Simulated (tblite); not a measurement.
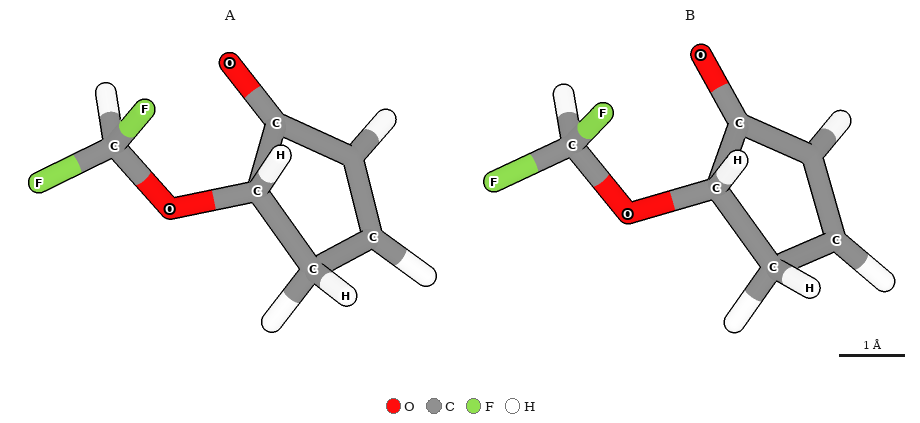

Two geometries of C6H6F2O2 (charge +1, multiplicity 2), drawn at one scale. One is the start of a relaxation, the other its converged end. The picture is a stick view, seen at a tilt.

Method: GFN2-xTB geometry optimisation, gas phase (tblite). 

Which geometry has the lower energy?

Answer. Structure A is the relaxed one. The energy falls by 64.0 kJ/mol in 50 geometry steps. The atom that moves furthest after the best rigid fit is an O atom (0.22 Å). By element the largest moves are O 0.22 Å, H 0.13 Å, C 0.12 Å, F 0.08 Å. Some distances before and after: C–C 1.527 → 1.639 Å, C–C 1.431 → 1.343 Å, C–O 1.412 → 1.359 Å, C–O 1.231 → 1.181 Å. Among the angles between lasting bonds that change: O–C–C 124.0° → 136.5°, C–C–C 110.2° → 103.8°, C–C–O 115.7° → 109.5°. Cost: 0.26 s on 1 thread of Arm Neoverse V2 (shared host).
